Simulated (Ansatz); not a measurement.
**HS (SMILES [SH]): levels of theory compared**

Wanted: a comparison of 6 runs (UHF/cc-pVDZ, UB3LYP/3-21G, UHSE06/3-21G, U-revPBE/cc-pVDZ, RPA@PBE/3-21G, UCCSDT(Q)/3-21G) of HS. 

The calculation is run with Ansatz 0.2.0.

55 further runs of the same task are left out: 2 that didn't finish, 53 set aside as unsound or not needed.

### 1 The system as given

The species is HS (2 atoms), meant as a doublet with charge 0. SMILES: `[SH]`. The H2–S1 distance was set to 3.364 Å, away from the relaxed value.

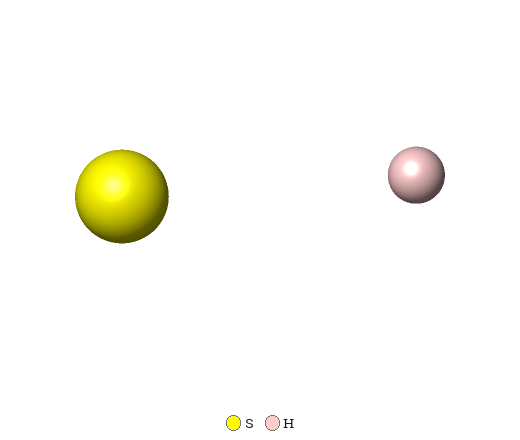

The structure, seen from a chosen angle (sulfur yellow, hydrogen pink).

### 2 A single-point energy at UHF/cc-pVDZ (run 1)

The input, job.yaml:

```yaml
crystal:
  periodic: [false, false, false]
  atoms:
    - symbol: S
      position_ang: [2.298235, -0.751238, 1.181837]
    - symbol: H
      position_ang: [-0.574560, 0.187810, -0.295460]
basis:
  gaussian: {orbitals: cc-pVDZ}
accuracy: high
hamiltonian: {xc: hf}
total_charge: 0
magnetization: {spin_polarized: true, initial_magnetization: 1}
```

On the command line:

```sh
$ ansatz run job.yaml --threads 1 --pin off --max-ram 3480MiB --events-out events.jsonl --progress --plain --runs-dir runs
```

What it wrote:

```text
Warning: RAYON_NUM_THREADS=1 ignored (pool sized by the plan → 1); use --threads N
Functional definition: HF
  name "HF"
  exchange = exact_x
  correlation = 0
381 factors; integrals over basis functions are off by at most 4.1e-9 eV
mean field evaluation 1: about -10822.4929 eV, gradient 1.1e1 eV
mean field evaluation 2: about -10822.4951 eV, gradient 1.1e1 eV
mean field evaluation 4: about -10826.2248 eV, gradient 7.5e0 eV
mean field evaluation 8: about -10827.7429 eV, gradient 7.2e0 eV
mean field evaluation 16: about -10830.0319 eV, gradient 1.4e-4 eV
mean field evaluation 32: about -10827.1374 eV, gradient 1.4e1 eV
mean field evaluation 64: about -10829.5086 eV, gradient 1.8e-1 eV
mean field evaluation 96: about -10830.0306 eV, gradient 2.2e-2 eV
mean field evaluation 128: about -10829.1631 eV, gradient 4.4e0 eV
mean field evaluation 160: about -10821.2932 eV, gradient 2.0e1 eV
mean field evaluation 192: about -10830.0319 eV, gradient 2.6e-8 eV
mean field -10830.03194123 eV, -397.9963329808 hartree, gradient 2.6e-8 eV, S^2 1.748470; 5 other end points of the search recorded, 0 dependent functions left out
reference -10830.03194123 eV, -397.9963329808 hartree; 9, 8 occupied and 14, 15 virtual orbitals, 381 factors
Total energy: -10830.03194123 eV, -397.9963329808 hartree
```

It took 0.38 s on 1 thread of Arm Neoverse V1, shared host.

### 3 The energy at UB3LYP/3-21G (run 2)

The input, run.yaml:

```yaml
basis:
  gaussian:
    orbitals: 3-21G.json
crystal:
  periodic: [false, false, false]
  atoms:
    - symbol: S
      position_ang: [2.298235, -0.751238, 1.181837]
    - symbol: H
      position_ang: [-0.574560, 0.187810, -0.295460]
magnetization:
  spin_polarized: true
  initial_magnetization: 1
hamiltonian:
  xc: {name: B3LYP}
accuracy: high
```

The basis set 3-21G is read from a file made from the Basis Set Exchange's data (not shown).

On the command line:

```sh
$ ansatz run run.yaml --threads 1 --pin off --max-ram 3480MiB --events-out events.jsonl --progress --plain --runs-dir runs
```

What it wrote:

```text
Warning: RAYON_NUM_THREADS=1 ignored (pool sized by the plan → 1); use --threads N
Functional definition: B3LYP
  name "B3LYP"
  parameter a0 = 0.2
  parameter ax = 0.72
  parameter ac = 0.81
  exchange = (1 - a0 - ax)*slater_x + ax*b88_x + a0*exact_x
  correlation = (1 - ac)*vwn_rpa_c + ac*lyp_c
258 factors; integrals over basis functions are off by at most 3.6e-9 eV
mean field evaluation 1: about -10786.3842 eV, gradient 1.5e1 eV
mean field evaluation 2: about -10776.1169 eV, gradient 3.3e1 eV
mean field evaluation 4: about -10782.9240 eV, gradient 2.1e1 eV
mean field evaluation 8: about -10793.7197 eV, gradient 2.5e-1 eV
mean field evaluation 16: about -10793.6833 eV, gradient 2.3e0 eV
mean field evaluation 32: about -10793.7210 eV, gradient 3.3e-8 eV
mean field evaluation 64: about -10793.2309 eV, gradient 2.0e-1 eV
mean field -10793.72102642 eV, -396.6619314740 hartree, gradient 2.0e-8 eV, S^2 1.715555; 9 other end points of the search recorded, 0 dependent functions left out
reference -10793.72105253 eV, -396.6619324334 hartree; 9, 8 occupied and 6, 7 virtual orbitals, 258 factors
Total energy: -10793.72105253 eV, -396.6619324334 hartree
```

It took 3.6 s on 1 thread of Arm Neoverse V1, shared host.

Runs 3 to 5 aren't shown in full; the table further down has their settings and results.

### 4 The energy at UCCSDT(Q)/3-21G (run 6)

The input, job.yaml:

```yaml
crystal:
  periodic: [false, false, false]
  atoms:
    - symbol: S
      position_ang: [2.298235, -0.751238, 1.181837]
    - symbol: H
      position_ang: [-0.574560, 0.187810, -0.295460]
basis:
  gaussian: {orbitals: 3-21G.json}
magnetization: {spin_polarized: true, initial_magnetization: 1}
correlation: {method: ccsdt_q, frozen_orbitals: {H: 0, S: 5}}
accuracy: high
scf: {omitted_lower_state_checks: [cluster_reference, increment]}
```

The basis set 3-21G is read from a file made from the Basis Set Exchange's data (not shown).

On the command line:

```sh
$ ansatz run job.yaml --threads 1 --pin off --max-ram 3480MiB --events-out events.jsonl --progress --plain --runs-dir runs
```

What it wrote:

```text
Warning: RAYON_NUM_THREADS=1 ignored (pool sized by the plan → 1); use --threads N
[... 18 lines left out ...]
5 core orbitals not correlated: weight in the atoms' cores, before any rotation towards them, 1.000 or more for the frozen orbitals, at most 0.000 for the correlated occupied ones
[... 35 lines left out ...]
Total energy: -10777.75445266 eV, -396.0751707107 hartree
Checks for a lower state left out: cluster_reference, increment
```

It took 2.1 s on 1 thread of Arm Neoverse V1, shared host.

### 5 All runs side by side

```csv
run,level,frozen core orbitals,energy (Eh),⟨S²⟩,wall time
1,UHF/cc-pVDZ,–,-397.996333,1.748,0.38 s
2,UB3LYP/3-21G,–,-396.661932,1.716,3.6 s
3,UHSE06/3-21G,–,-396.496312,1.725,3.6 s
4,U-revPBE/cc-pVDZ,–,-398.538846,1.713,6.6 s
5,RPA@PBE/3-21G,5,-396.109407,1.701,6.6 s
6,UCCSDT(Q)/3-21G,5,-396.075171,1.743,2.1 s
```

### 6 What came out

| quantity | value |
| --- | --- |
| run 6: total energy | -396.07517 Eh |
| run 6: correlation energy (5 core orbitals frozen) | -27.1 mEh |
| run 6: ⟨S²⟩ of the reference determinant | 1.743 |
| run 6: T1 diagnostic | 0.019 |

What this shows: Totals of different functionals can't be ranked against each other. Spin contamination of the reference: run 1 ⟨S²⟩ = 1.75, run 6 ⟨S²⟩ = 1.74, run 3 ⟨S²⟩ = 1.73, run 2 ⟨S²⟩ = 1.72, run 4 ⟨S²⟩ = 1.71, run 5 ⟨S²⟩ = 1.70. Where it is this large, the reference is a mixture of spin states, and values that rest on it are in doubt. All runs together took 23 s, the longest 6.6 s.
